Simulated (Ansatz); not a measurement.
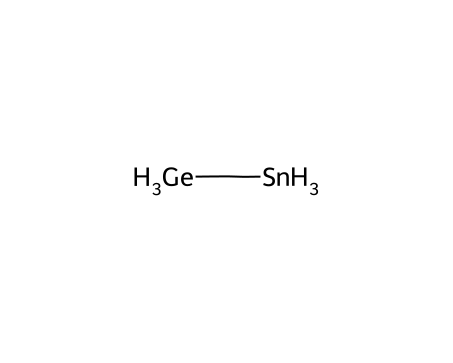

A structural formula.

Question: Write the SMILES.

Answer: [GeH3][SnH3]

Question: Give the formula, hydrogens included.

Answer: GeH6Sn.

The parts below concern this one geometry. Atoms keep their numbers from picture to picture. The geometry was computed by an optimisation with PBE0-D4/def2-TZVP.

## Shape

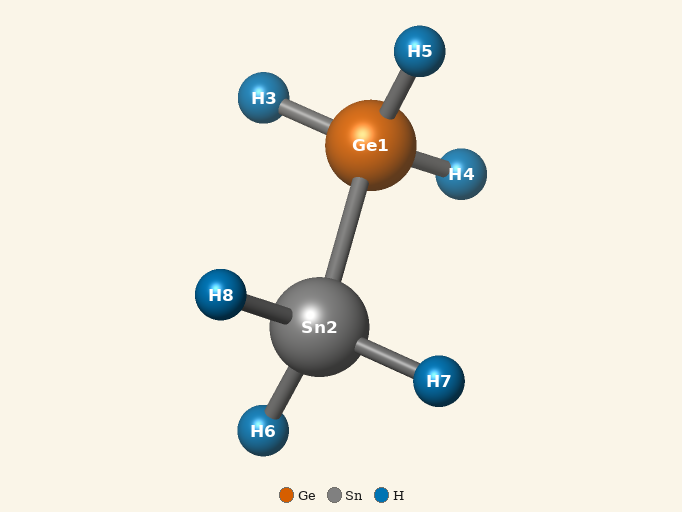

The atoms are numbered.

Give the bond lengths.

| bond | length (Å) |
| --- | --- |
| Ge1–Sn2 | 2.595 |
| Ge1–H3 | 1.538 |
| Ge1–H4 | 1.538 |
| Ge1–H5 | 1.538 |
| Sn2–H6 | 1.707 |
| Sn2–H7 | 1.707 |
| Sn2–H8 | 1.707 |

## Levels of theory compared

Program: Ansatz 0.2.0.

Tabulate HOMO energy (eV), dipole (D), HOMO–LUMO gap (eV) at these levels: B3LYP-D4/def2-TZVPP; PBE-D4/def2-TZVPP; r2SCAN-D4/def2-TZVPP; ωB97M-V/def2-TZVPP.

| level | HOMO energy (eV) | dipole (D) | HOMO–LUMO gap (eV) |
| --- | --- | --- | --- |
| B3LYP-D4/def2-TZVPP | −7.73 | 0.13 | 7.26 |
| PBE-D4/def2-TZVPP | −6.90 | 0.13 | 5.91 |
| r2SCAN-D4/def2-TZVPP | −7.16 | 0.11 | 6.54 |
| ωB97M-V/def2-TZVPP | −9.92 | 0.12 | 11.23 |

## Charges

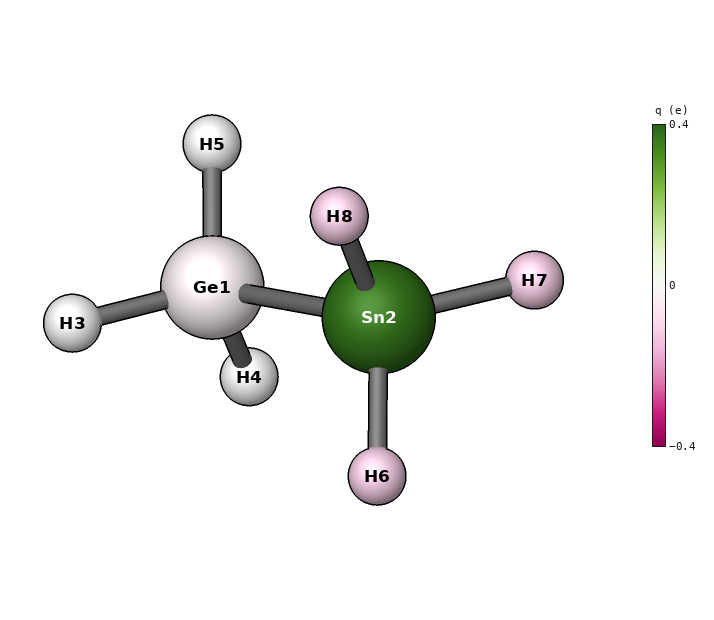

Atoms are coloured by their Mulliken charges. Properties computed with RKS PBE-D4/def2-TZVPP, core potentials on Sn (Ansatz 0.2.0).

Give the Mulliken charges atom by atom.

```
atom  value (e)
 Ge1      −0.02
 Sn2       0.37
  H3      −0.01
  H4      −0.01
  H5      −0.01
  H6      −0.11
  H7      −0.11
  H8      −0.11
```

## Thermal motion

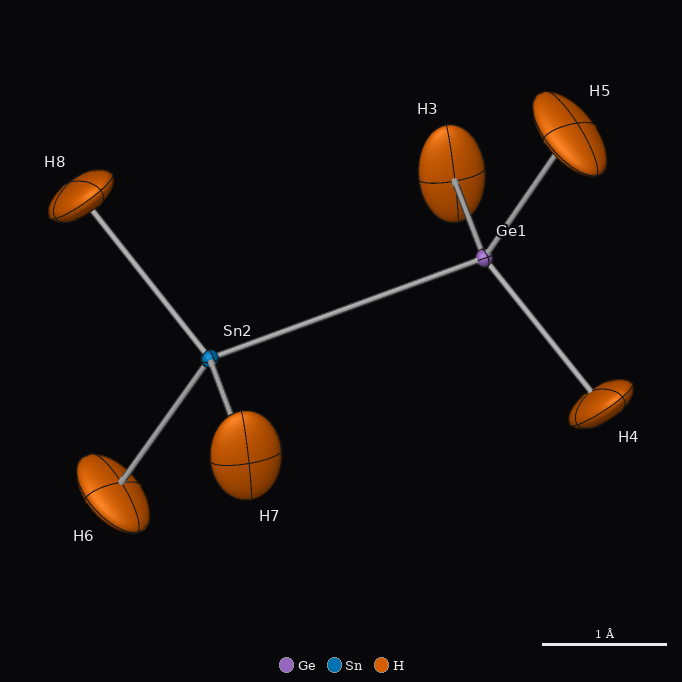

Displacement ellipsoids at the 50 % level, from the internal vibrations of the free molecule (harmonic, no overall translation or rotation; no half-axis is drawn under 0.075 Å). Vibrations computed with RKS PBE0-D4/def2-TZVP, core potentials on Sn (Ansatz 0.2.0). Temperature: 100 K.

Question: Which atom moves most?

Answer: H3, H4, H5, with U_eq = 0.0408 Å².

Question: Does H5 move more along its bond or across it?

Answer: Across it: the root-mean-square amplitude is 0.088 Å along the bond and up to 0.289 Å across, since bending and torsion are softer than stretching.

List U_eq and the three principal root-mean-square amplitudes for each kind of atom.

```json
{"atom": "Ge1", "U_eq (Å²)": "0.00024", "rms amplitudes (Å)": "0.005, 0.005, 0.026"}
{"atom": "Sn2", "U_eq (Å²)": "0.00010", "rms amplitudes (Å)": "0.003, 0.003, 0.016"}
{"atom": "H3, H4, H5", "U_eq (Å²)": "0.0408", "rms amplitudes (Å)": "0.088, 0.177, 0.289"}
{"atom": "H6, H7, H8", "U_eq (Å²)": "0.0383", "rms amplitudes (Å)": "0.093, 0.190, 0.265"}
```

Mulliken values depend strongly on the basis set and can even reverse the polarity of a bond.
